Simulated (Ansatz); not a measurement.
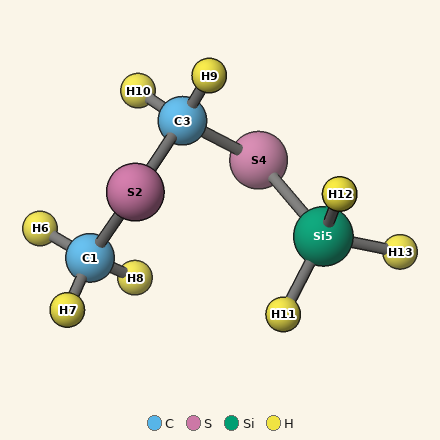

The system is C2H8S2Si, SMILES CSCS[SiH3]; the picture shows the reference structure. Coordinates scanned: (1) angle C1–S2–C3 (carried through 180); (2) change of the bonds S2–C1, S2–C3, all alike. Nothing is relaxed (all other coordinates rigid). The grid has 15 × 15 points. Points are written as (first, second). Energies: kcal/mol, counted from the relaxed molecule at the same level. The calculation used Ansatz, RKS PBE0-D4/def2-SVP.

Its coordinates:

```csv
atom,x (Å),y (Å),z (Å)
C,-1.8410,0.6355,0.5434
S,-0.5279,-0.2266,1.4272
C,0.8957,0.7594,0.9286
S,1.2644,0.8037,-0.8638
Si,1.0281,-1.2841,-1.3407
H,-2.0298,1.6297,0.9748
H,-2.7480,0.0234,0.6402
H,-1.5799,0.7343,-0.5210
H,1.7514,0.3346,1.4743
H,0.7801,1.8095,1.2387
H,-0.3950,-1.7076,-1.4813
H,1.7257,-2.1386,-0.3356
H,1.6965,-1.4078,-2.6701
```

Range: angle C1–S2–C3 (carried through 180) from 82.3 to 277.7°; change of the bonds S2–C1, S2–C3, all alike from −0.198 to 0.306 Å.

> What landscape does the calculation give?

The lowest grid point is at (96.2°, 0.018 Å), 0.5 kcal/mol from the relaxed molecule at the same level. There is a further well near (263.8°, 0.018 Å) (7 kcal/mol above the lowest at that grid point). The highest grid point, (180.0°, −0.198 Å), lies 106 kcal/mol above the lowest. On the interpolated surface the easiest way out of the lowest well to the well at about (258°, 0.01 Å) passes a barrier of about 76 kcal/mol. Round the minimum the valley is somewhat tilted: raising the first coordinate shifts the best value of the second coordinate downwards (coupling k₁₂/√(k₁₁k₂₂) about 0.2).

```csv
"second ↓, first →",82.3,96.2,110.2,124.1,138.1,152.1,166.0,180.0,194.0,207.9,221.9,235.9,249.8,263.8,277.7
0.306,32,29,32,40,52,66,83,97,87,71,55,43,35,32,38
0.270,27,23,27,35,47,62,79,93,84,67,51,39,30,27,34
0.234,23,18,22,30,43,59,76,89,81,64,47,34,25,22,31
0.198,20,14,17,26,39,55,73,85,78,61,44,30,21,18,28
0.162,16,10,13,22,36,52,70,82,75,58,40,26,17,14,27
0.126,14,6,9,19,33,50,68,79,73,56,38,23,14,11,26
0.090,12,4,6,16,30,48,66,77,71,54,36,21,11,9,26
0.054,12,2,4,14,28,47,65,76,70,53,34,19,9,8,27
0.018,12,1,3,12,28,46,65,76,70,53,34,18,8,8,30
−0.018,14,1,2,12,28,47,66,76,71,54,34,18,8,9,35
−0.054,18,2,4,14,30,49,68,78,73,56,36,20,10,11,42
−0.090,23,6,6,16,33,53,72,82,77,60,40,23,13,16,51
−0.126,31,11,11,21,38,58,77,88,83,66,45,28,19,23,63
−0.162,41,19,18,28,45,65,85,96,91,73,52,35,26,32,78
−0.198,55,29,27,37,54,76,96,106,101,84,63,45,37,45,98
```

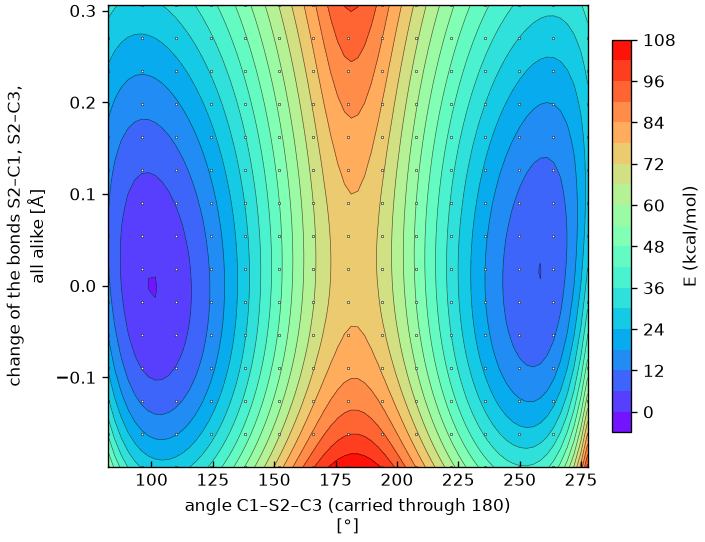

In the figure: filled contours, dots at the grid points. Between grid points the surface is interpolated.

Time for the 225 points that were run: 48 min on 1 thread of Arm Neoverse N1 (shared host).
